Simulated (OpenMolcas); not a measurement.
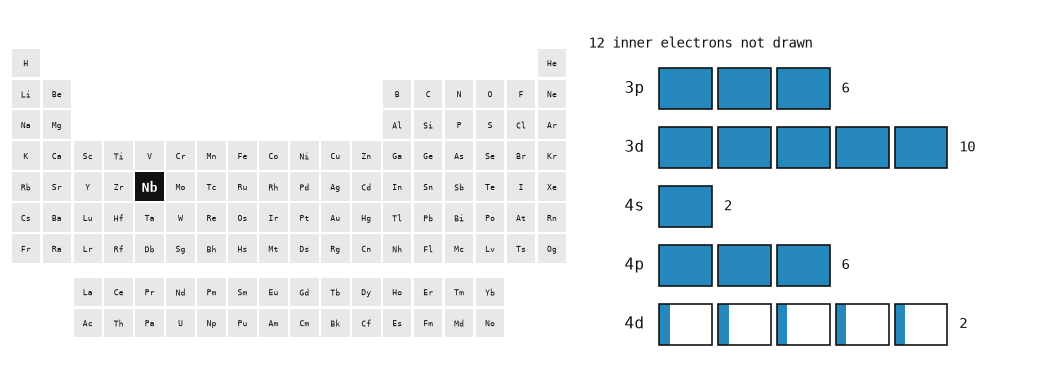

Fig. 1: Left, the place of niobium in the periodic table; right, the outer shells of the leading configuration of the lowest level: a box for each of the 2l + 1 orbitals, shaded by the share of the shell that is filled, with the electron count at the right.

**Multiconfigurational calculation: Nb³⁺ complex (part 1 of 2)**

System: Nb³⁺ with 6 ligands (Br; octahedron, 2.736 Å), embedded in Cs2NaYBr6 by model potentials and point charges, whose field is part of the energies.
Method: state-averaged CASSCF, active space 2 electrons in the shell 4d, basis ANO-RCC-VDZP on the metal and ANO-RCC-VDZP on the ligands, DKH2 scalar Hamiltonian, spin-orbit coupling by RASSI with atomic mean-field integrals (OpenMolcas).

**Input**
```
&GATEWAY
Basis set
Nb.ANO-RCC-VDZP.
Nb1 0.0 0.0 0.0 Angstrom
End of basis
Basis set
Br.ANO-RCC-VDZP.
L1 2.736000 0.000000 0.000000 Angstrom
L2 0.000000 2.736000 0.000000 Angstrom
L3 0.000000 0.000000 2.736000 Angstrom
End of basis
Basis set
Na.EMB-AIMP.Al-Abdalla.7s4p.1s1p.ECP.Cs2NaYBr6.
PseudoCharge
* 3 symmetry-unique lattice sites within 7.6 angstrom
End of basis
Basis set
Cs.EMB-AIMP.Al-Abdalla.0s.0s.ECP.Cs2NaYBr6.
PseudoCharge
* 4 symmetry-unique lattice sites within 7.6 angstrom
End of basis
Basis set
Br.EMB-AIMP.Al-Abdalla.0s.0s.ECP.Cs2NaYBr6.
PseudoCharge
* 12 symmetry-unique lattice sites within 7.6 angstrom
End of basis
Symmetry
XYZ
AngMom=0.0 0.0 0.0
AMFI
RICD
XField
1570 Angstrom 0
* Evjen-weighted lattice charges
&SEWARD
&RASSCF
FileOrb=start.orb
Symmetry=1
Spin=3
nActEl=2 0 0
Inactive=63 63
Ras2=5 0
CIRoot=10 10 1
SDav=10
CIMx=300
Iter=150 100
PrWF=0.3
OrbListing=Nothing
MaxOrb=0
LevShft=1.0
>>> COPY $Project.JobIph JOB001
&RASSCF
FileOrb=start.orb
Symmetry=1
Spin=1
nActEl=2 0 0
Inactive=63 63
Ras2=5 0
CIRoot=15 15 1
SDav=15
CIMx=300
Iter=150 100
PrWF=0.3
OrbListing=Nothing
MaxOrb=0
LevShft=1.0
>>> COPY $Project.JobIph JOB002
&RASSI
NrOfJobIphs=2 10 15
1 2 3 4 5 6 7 8 9 10
1 2 3 4 5 6 7 8 9 10 11 12 13 14 15
IphNames
JOB001
JOB002
EJob
SpinOrbit
DIPRint=1.0
SOCoupling=1000.0
Subsets=2
Property=9
'ANGMOM' 1 'ANGMOM' 2 'ANGMOM' 3 'MLTPL  1' 1 'MLTPL  1' 2 'MLTPL  1' 3
'AMFI' 1 'AMFI' 2 'AMFI' 3
SOProperty=3
'ANGMOM' 1 'ANGMOM' 2 'ANGMOM' 3
```

The file start.orb holds starting orbitals from an earlier step. A driver script formed the levels outside the program, from RASSI's spin-orbit matrix and the active-space energies, averaged over the components of each term or state.

Command:
```bash
OMP_NUM_THREADS=1 MOLCAS_MEM=2457 MOLCAS_PROJECT=a pymolcas a.inp > a.log  # once for each step of the input, in one work folder
```

**The program's output (extracts)**
```
--- SEWARD ---
Basis set label: NB.ANO-RCC...6S5P3D1F.

      Electronic valence basis set:
      ------------------
      Associated Effective Charge  41.000000 au
      Associated Actual Charge     41.000000 au
      Nuclear Model: Point charge

      Shell  nPrim  nBasis  Cartesian Spherical Contaminant
         s      21       6        X
         p      18       5        X
         d      13       3                 X
         f       6       1                 X
                  Relativistic Douglas-Kroll-Hess integrals:
                    - DKH order of Hamiltonian: 2
                    - DKH order of Properties : 0
                  Atomic mean-field integrals
--- RASSCF ---
Wave function specifications:
      -----------------------------

      Number of closed shell electrons         252
      Number of electrons in active shells       2
      Max number of holes in RAS1 space          0
      Max nr of electrons in RAS3 space          0
      Number of inactive orbitals              126
      Number of active orbitals                  5
      Number of secondary orbitals              98
      Spin quantum number                      1.0
      State symmetry                             1
Orbital specifications:
      -----------------------

      Symmetry species                           1   2
                                                ag  au
      Frozen orbitals                            0   0
      Inactive orbitals                         63  63
      Active orbitals                            5   0
      RAS1 orbitals                              0   0
      RAS2 orbitals                              5   0
      RAS3 orbitals                              0   0
      Secondary orbitals                        46  52
      Deleted orbitals                           0   0
      Number of basis functions                114 115
      Number of CSFs                            10
      Number of root(s) required                10
      Iter CI   SX   CI       RASSCF       Energy    max ROT     max BLB   max BLB  Level Ln srch  Step   QN
          iter iter root      energy       change     param      element    value   shift minimum  type update
 Nr of preliminary CI iterations:   1
      Total energies have been shifted. Add               -19000.00 au
        1   1   16    0  -443.27902301    0.00E+00  -8.87E-02   16  71 2  1.90E-01*  0.95   0.00    SX    NO
        2   1   16    0  -443.69029901   -4.11E-01* -6.91E-02   58  66 1  1.29E-01*  0.77   0.00    SX    NO
        3   1   15    0  -443.79945834   -1.09E-01* -4.00E-02   58  66 1  7.56E-02*  0.73   0.00    SX    NO
        4   1   14    0  -443.82719000   -2.77E-02*  2.24E-02   58  66 1  4.41E-02*  0.76   0.00    SX    NO
        5   1   14    0  -443.83602283   -8.83E-03*  2.86E-02   58  66 1  2.77E-02*  0.77   2.48    LS   YES
        6   1   13    0  -443.84089216   -4.87E-03*  9.47E-03   58  66 1  5.42E-03*  0.78   1.16    QN   YES
        7   1   13    0  -443.84166680   -7.75E-04*  6.07E-03    9  76 2 -3.31E-03*  0.77   1.66    LS   YES
        8   1   12    0  -443.84181211   -1.45E-04* -1.39E-03    7  74 2 -3.86E-03*  0.77   1.03    QN   YES
        9   1   11    0  -443.84190323   -9.11E-05* -6.42E-04   16  69 1 -1.12E-03*  0.77   1.47    LS   YES
       10   1   11    0  -443.84191345   -1.02E-05* -6.10E-04    7  74 2  9.75E-04*  0.77   1.01    QN   YES
       11   1   10    0  -443.84192161   -8.16E-06* -5.50E-04   58  66 1  4.95E-04*  0.77   1.90    LS   YES
       12   1   10    0  -443.84192398   -2.37E-06* -1.57E-04    5  71 1 -4.81E-04*  0.77   1.00    QN   YES
       13   1    9    0  -443.84192504   -1.06E-06* -1.21E-04   22  67 1  1.64E-04*  0.77   1.77    LS   YES
       14   1    9    0  -443.84192528   -2.46E-07* -7.79E-05    6  76 2 -2.88E-04*  0.77   1.00    QN   YES
       15   1    7    0  -443.84192547   -1.84E-07* -5.91E-05    5  71 1  7.27E-05   0.77   1.76    LS   YES
       16   1    7    0  -443.84192551   -4.04E-08*  2.72E-05    4  74 2  1.18E-04*  0.77   0.96    QN   YES
       17   1    7    0  -443.84192553   -2.62E-08*  3.51E-05   16  69 1  3.08E-05   0.77   1.64    QN   YES
       18   1    6    0  -443.84192554   -1.12E-08*  8.10E-06    4  74 2 -1.93E-05   0.77   2.50    QN   YES
       19   1    5    0  -443.84192554   -1.15E-09  -4.03E-06    6  76 2 -8.68E-06   0.77   1.67    QN   YES
      Convergence after 19 iterations
       20   1    5    0  -443.84192554   -5.09E-10  -4.03E-06   34  71 2  1.57E-06   0.77   1.67    QN   YES
      Natural orbitals and occupation numbers for root  1
      sym 1:   0.029630   0.970370   0.000000   0.029630   0.970370
      Natural orbitals and occupation numbers for root  2
      sym 1:   0.970867   0.970867   0.029133  -0.000000   0.029133
      Natural orbitals and occupation numbers for root  3
      sym 1:   0.970869   0.029131   0.000000   0.970869   0.029131
::    RASSCF root number  1 Total energy: -19443.90390025
::    RASSCF root number  2 Total energy: -19443.90390025
::    RASSCF root number  3 Total energy: -19443.90390025
::    RASSCF root number  4 Total energy: -19443.84081825
::    RASSCF root number  5 Total energy: -19443.84081825
::    RASSCF root number  6 Total energy: -19443.84081824
::    RASSCF root number  7 Total energy: -19443.80437868
::    RASSCF root number  8 Total energy: -19443.80437868
::    RASSCF root number  9 Total energy: -19443.80437868
::    RASSCF root number 10 Total energy: -19443.77196392
--- RASSCF ---
Wave function specifications:
      -----------------------------

      Number of closed shell electrons         252
      Number of electrons in active shells       2
      Max number of holes in RAS1 space          0
      Max nr of electrons in RAS3 space          0
      Number of inactive orbitals              126
      Number of active orbitals                  5
      Number of secondary orbitals              98
      Spin quantum number                      0.0
      State symmetry                             1
Orbital specifications:
      -----------------------

      Symmetry species                           1   2
                                                ag  au
      Frozen orbitals                            0   0
      Inactive orbitals                         63  63
      Active orbitals                            5   0
      RAS1 orbitals                              0   0
      RAS2 orbitals                              5   0
      RAS3 orbitals                              0   0
      Secondary orbitals                        46  52
      Deleted orbitals                           0   0
      Number of basis functions                114 115
      Number of CSFs                            15
      Number of root(s) required                15
      Iter CI   SX   CI       RASSCF       Energy    max ROT     max BLB   max BLB  Level Ln srch  Step   QN
          iter iter root      energy       change     param      element    value   shift minimum  type update
 Nr of preliminary CI iterations:   1
      Total energies have been shifted. Add               -19000.00 au
        1   1    9    0  -443.79940332    0.00E+00  -8.43E-03   64  70 1 -4.75E-03*  0.76   0.00    SX    NO
        2   1    8    0  -443.79981717   -4.14E-04*  4.24E-03   57  66 1  3.15E-03*  0.75   0.00    SX    NO
        3   1    8    0  -443.79996227   -1.45E-04*  2.51E-03   57  66 1  2.17E-03*  0.75   0.00    SX    NO
        4   1    8    0  -443.80001911   -5.68E-05*  1.49E-03   57  66 1  1.50E-03*  0.75   0.00    SX    NO
        5   1    7    0  -443.80004244   -2.33E-05*  2.21E-03   57  66 1  1.03E-03*  0.75   2.50    LS   YES
        6   1    7    0  -443.80005865   -1.62E-05*  4.02E-04   57  66 1  3.29E-04*  0.75   1.24    QN   YES
        7   1    6    0  -443.80005977   -1.13E-06* -1.15E-04   55  69 1 -1.53E-04*  0.75   1.25    QN   YES
        8   1    6    0  -443.80005998   -2.12E-07* -6.50E-05   55  69 1 -9.55E-05   0.75   1.57    LS   YES
        9   1    6    0  -443.80006001   -3.00E-08*  8.39E-05   55  69 1 -6.29E-05   0.75   0.97    QN   YES
       10   1    5    0  -443.80006004   -2.65E-08*  3.01E-05   55  69 1 -3.77E-05   0.75   1.72    QN   YES
       11   1    5    0  -443.80006004   -4.03E-09  -9.65E-06   55  69 1 -1.59E-05   0.75   1.29    QN   YES
      Convergence after 11 iterations
       12   1    5    0  -443.80006005   -4.91E-10  -9.65E-06   55  69 1 -6.26E-06   0.75   1.29    QN   YES
      Natural orbitals and occupation numbers for root  1
      sym 1:   0.021330   0.978114   0.021476   0.000000   0.979080
      Natural orbitals and occupation numbers for root  2
      sym 1:   0.977139   0.980110   0.000000   0.021152   0.021599
      Natural orbitals and occupation numbers for root  3
      sym 1:   0.977641   0.021527   0.021233   0.000000   0.979599
::    RASSCF root number  1 Total energy: -19443.86160439
::    RASSCF root number  2 Total energy: -19443.86160439
::    RASSCF root number  3 Total energy: -19443.86160439
::    RASSCF root number  4 Total energy: -19443.86094266
::    RASSCF root number  5 Total energy: -19443.86094266
::    RASSCF root number  6 Total energy: -19443.81248730
::    RASSCF root number  7 Total energy: -19443.79646749
::    RASSCF root number  8 Total energy: -19443.79646749
::    RASSCF root number  9 Total energy: -19443.79646749
::    RASSCF root number 10 Total energy: -19443.78661477
::    RASSCF root number 11 Total energy: -19443.78661477
::    RASSCF root number 12 Total energy: -19443.78661477
::    RASSCF root number 13 Total energy: -19443.72858779
::    RASSCF root number 14 Total energy: -19443.72858778
::    RASSCF root number 15 Total energy: -19443.67529252
```

(Continued in part 2.) Outcome of the run: converged.
